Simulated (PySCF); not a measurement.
# C5H9NOS: what the fields show

Input

```
{"job": {"kind": "nmr", "xc": "PBE0", "basis": "pcSseg-1", "solvent": "benzene", "every": 1, "pop": false}, "charge": 0, "multiplicity": 1}
N      2.282036    -0.834975    -0.063748
C      1.770970     0.369388    -0.399113
O      2.045176     0.934825    -1.432900
C      0.840890     0.962971     0.654054
C     -0.562250     0.395370     0.572392
C     -1.253011     0.315157    -0.784774
C     -2.159807    -0.813373    -0.312817
S     -0.767064    -1.479691     0.668496
H      2.834496    -1.326971    -0.747203
H      1.922301    -1.357829     0.715901
H      0.779301     2.038961     0.475053
H      1.254026     0.790604     1.649473
H     -1.205704     0.820094     1.342771
H     -0.563539    -0.022606    -1.553763
H     -1.751600     1.228940    -1.118816
H     -2.955670    -0.484528     0.351425
H     -2.538130    -1.505356    -1.061826
```

Run with:

```sh
OMP_NUM_THREADS=1 python ens_run.py task.json out
```

Geometry: GFN2-xTB, coordinate held.

The calculation used PySCF 2.14.0, PBE0/pcSseg-1, SCF density, in a benzene solvent model, non-relativistic.

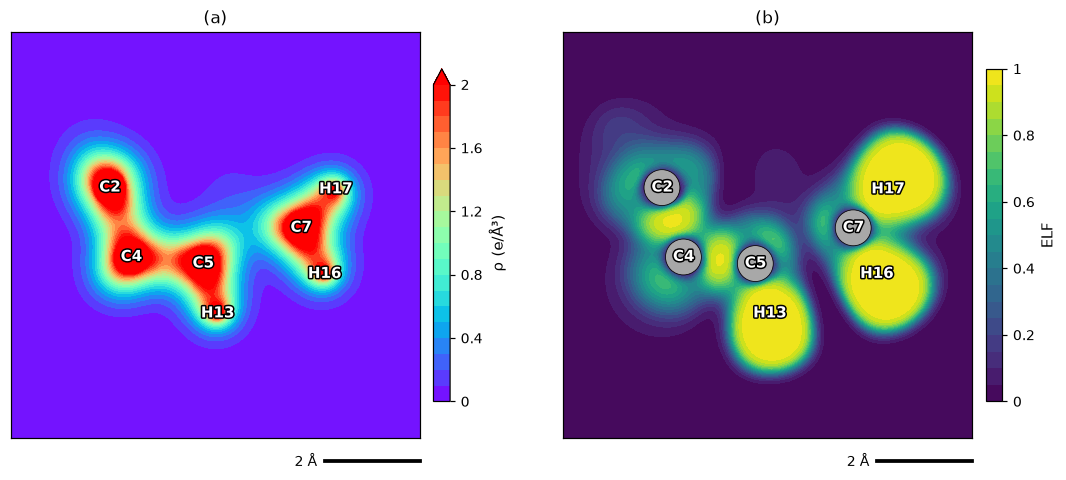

Figure 1. (a) total electron density; (b) electron localisation function on the plane of atoms C4, C5 and H13. Grey discs cover the atomic cores in the ELF map.

**Read the bonding off the picture.**

- Atoms in the plane: C and H.
- C–C (1.52 Å): the density is about 1.7 e/Å³ at the midpoint; the ELF peaks at about 0.95 between the atoms: localised, covalent bonding.
- C–H (1.09 Å): ρ at the midpoint is about 2 e/Å³; the ELF climbs to about 1 towards the hydrogen, as it does in any bond to H; an ordinary covalent bond to hydrogen.

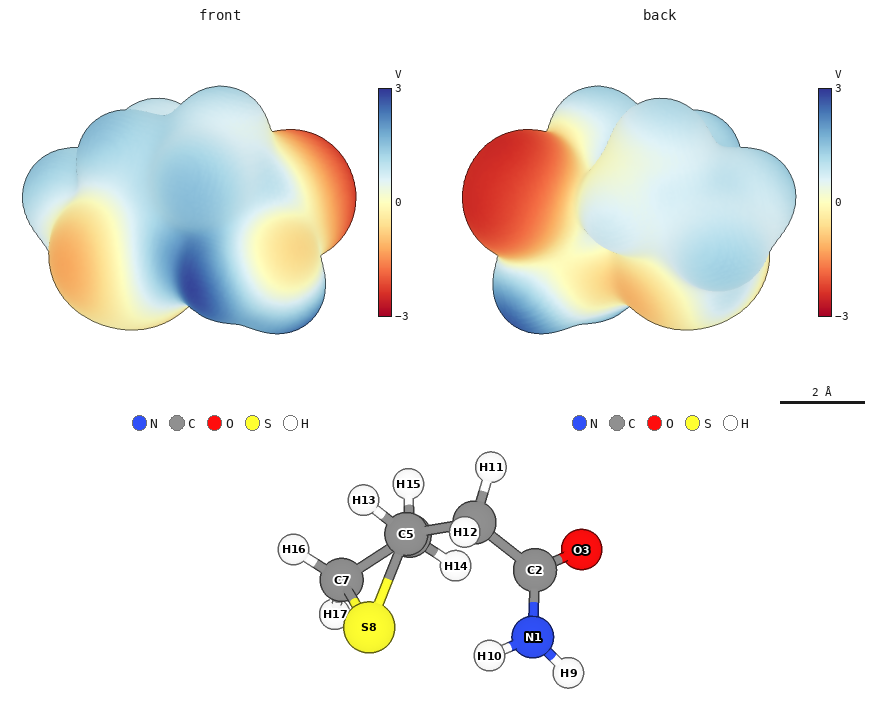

Figure 2. The electrostatic potential painted on the density surface at 0.004 e/bohr³, seen from the front and from behind; red is negative and blue positive. The bare structure is drawn below in the same view.

**Describe the electrostatic potential map.**

The most negative region (about −2.4 V, or −55 kcal/mol for a unit charge) lies over O3, the most positive (about +2.7 V, or +62 kcal/mol for a unit charge) over H10. O3 is the likeliest acceptor of a hydrogen bond.

**How polar is the molecule by this calculation?**

Its dipole moment is 2.80 D.

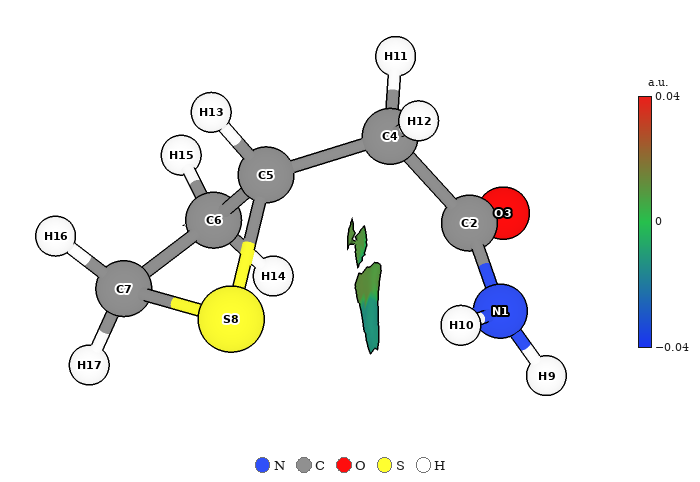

Figure 3. Non-covalent interaction (NCI) plot: the surface where the reduced density gradient is 0.4, for densities under 0.05 a.u., coloured by sign(λ₂)ρ; seen across its widest extent.

**What holds or crowds the atoms apart from the covalent bonds?**

H10···S8 (2.7 Å): a hydrogen bond (blue, attractive); between H14 and C6 on one side and C2 on the other: a weak contact, attractive (blue-green) on one side and crowded (olive to red) on the other.
